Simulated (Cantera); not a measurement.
A closed system holds: 1 mol Ti(OiPr)₄, 1.2 mol C₃H₈, at 1275 K.

Cantera equilibrium calculation (NASA polynomials, part measured and part estimated; ideal gas, pure solids and liquids). Candidate condensed phases: C, C₆H₆, C₇H₈, C₈H₁₈, H₂O, Ti, TiC, TiO, TiO₂, Ti₂O₃, Ti₃O₅, Ti₄O₇; 113 gas species. The feed counts by its element totals alone. Mutual solubility and eutectic melting of coexisting phases are not modelled. TiC: taken at fixed stoichiometry. Condensed phases not in the tables: Magnéli phases beyond Ti₄O₇. Kinetics and transport are ignored.

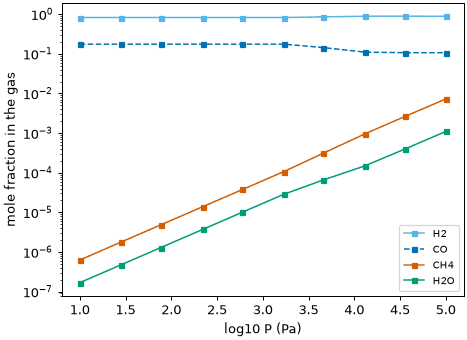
Figure. Equilibrium gas composition (values under 1e-9 drawn at 1e-9)

From 10.0 Pa to 1700 Pa the condensed part is C(graphite) + TiC(s). At 4600 Pa the condensed part is C(graphite) + TiC(s) + Ti₃O₅(s). At 13000 Pa the condensed part is C(graphite) + Ti₃O₅(s). From 36000 Pa to 100000 Pa the condensed part is C(graphite) + Ti₄O₇(s).
